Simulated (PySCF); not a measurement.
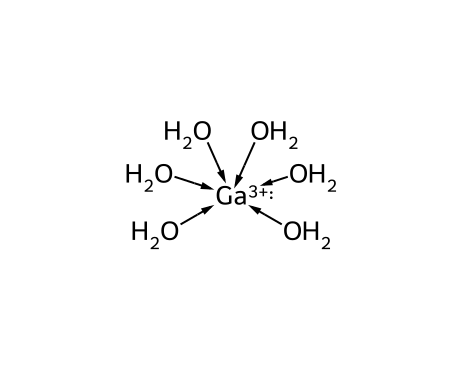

Simulated data, not a measurement (program: PySCF).

2D structure. State: charge +3, singlet.

### Transcribe the drawing into SMILES.

[OH2]->[Ga+3](<-[OH2])(<-[OH2])(<-[OH2])(<-[OH2])<-[OH2]

### Give the formula, hydrogens included.

GaH12O6, charge +3.
